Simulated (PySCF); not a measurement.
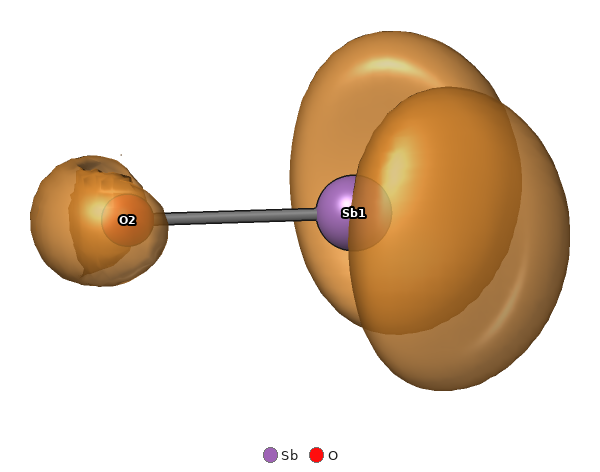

*SbO (doublet). Isosurface of the electron localisation function at 0.85 (orange), seen from one side. Only the valence region is drawn (cores and ρ < 0.01 e/Å³ removed).*

Core potentials replace the inner electrons of Sb.

Computed with PBE0/def2-TZVPPD, non-relativistic Hamiltonian with scalar-relativistic core potentials where named, at a bond length of 1.813 Å (PySCF 2.14.0).

```xyz
2

Sb    0.0000    0.0000   -0.2118
O     0.0000    0.0000    1.6012
```

Where are the electrons localised?

Answer. At this value the surface marks out one lobe on O, pointing away from the bonds (non-bonding electrons, which may merge into one lobe) and two lobes on Sb, pointing away from the bonds (non-bonding electrons). Along the contacts the grid gives the following. Sb–O (1.81 Å): the ELF peaks at about 0.80 in the valence shell of O, 0.6 Å from its nucleus, and drops to about 0.15 between the two atoms.
